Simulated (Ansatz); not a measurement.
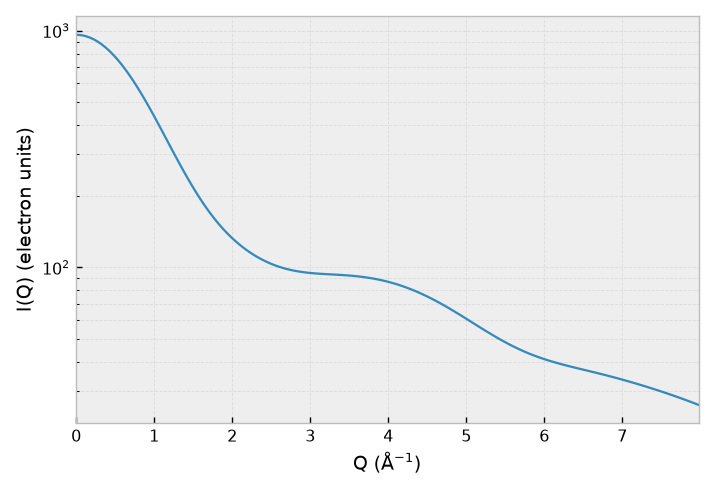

Elastic X-ray scattering of a randomly oriented, rigid molecule, calculated with the Debye equation from neutral-atom form factors (independent atoms, no Compton part, no vibration). The geometry is the end point of an optimisation (UKS PBE/def2-SVP (Ansatz 0.2.0)); it may be a saddle point or a higher isomer. It contains C, Al, O, H.

> How many electrons does the independent-atom model of the molecule hold?

I(0) is the square of the electron number: I(0) = 961, so about 31 electrons, the count of CH4AlO.

> What radius of gyration does the initial fall-off give?

From I(Q) ≈ I(0) exp(−Q²R²/3) at small Q, R ≈ 1.62 Å. It is larger than the electron-weighted radius of the nuclear positions alone (1.42 Å), because each atom's electron cloud adds to it.
